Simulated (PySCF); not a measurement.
System: CH₃P (phosphethene).

Input

```
{"job": {"kind": "sp", "xc": "PBE0", "basis": "ma-def2-TZVP", "d3": "d3bj", "grid": 2}, "charge": 0, "multiplicity": 1}
C     -0.540559    -0.025962    -0.007988
P      0.945253    -0.783213     0.029799
H     -1.451018    -0.635473     0.013341
H     -0.697216     1.056723    -0.053333
H      1.763687     0.395312    -0.015600
```

Command:

```sh
OMP_NUM_THREADS=1 python redox_run.py task.json out
```

Geometry: PBE0-D3(BJ)/ma-def2-SVP.

All numbers below come from PySCF, DFT single point, gas phase, functional PBE0.

**Predict the electron density and electron localisation function between the atoms.**

C–P (1.67 Å): ρ at the midpoint is about 1.4 e/Å³; the ELF peaks at about 0.90 between the atoms (a covalent bond).
C–H (1.09 Å): the density is about 2 e/Å³ at the midpoint; the ELF climbs to about 1 towards the hydrogen, as it does in any bond to H; an ordinary covalent bond to hydrogen.
P–H (1.44 Å): ρ at the midpoint is about 1.1 e/Å³; the ELF climbs to about 1 towards the hydrogen.

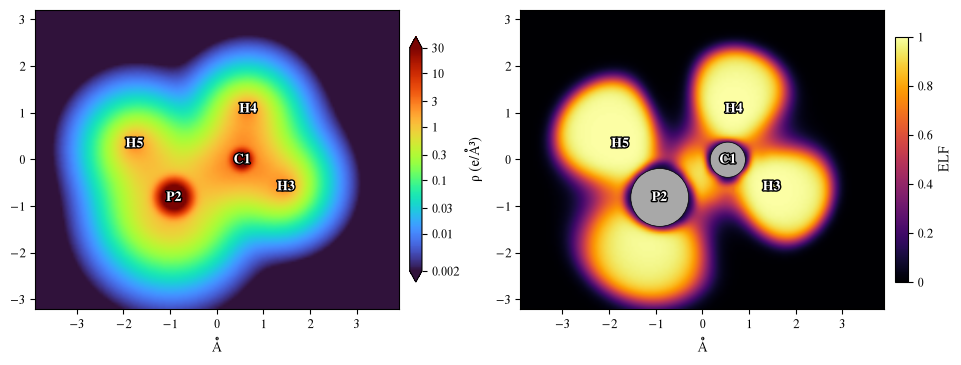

Computed electron density and electron localisation function on the molecular plane, in this order. Grey discs cover the atomic cores in the ELF map. 
